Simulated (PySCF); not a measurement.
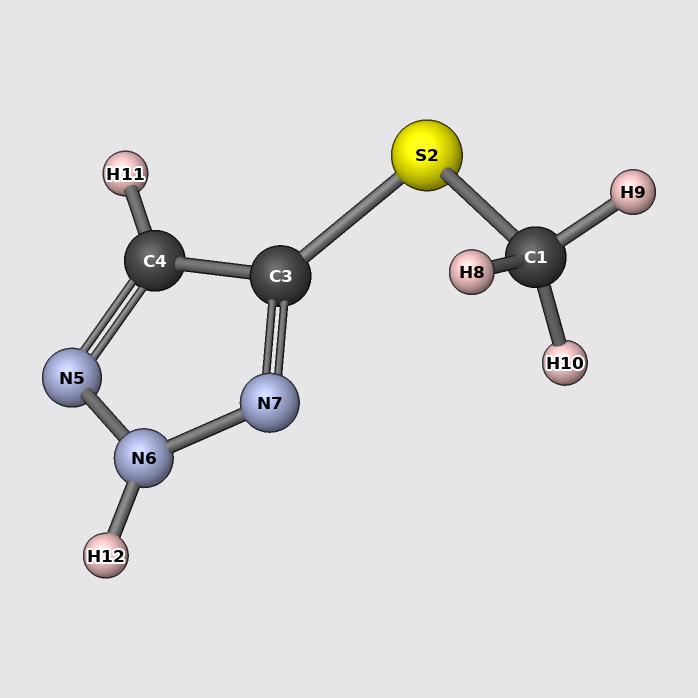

The questions are on isotropic NMR shieldings of the C atoms. The computed structure is the end point of a GFN2-xTB optimisation. No frequency run is at hand to confirm it as a minimum. Properties computed with GIAO PBE0/pcSseg-1 NMR shielding, non-relativistic, gas phase (PySCF 2.14.0).

Give the isotropic NMR shieldings of the C atoms atom by atom.

| atom | σ (ppm) |
| --- | --- |
| C1 | 167.7 |
| C3 | 34.2 |
| C4 | 52.3 |
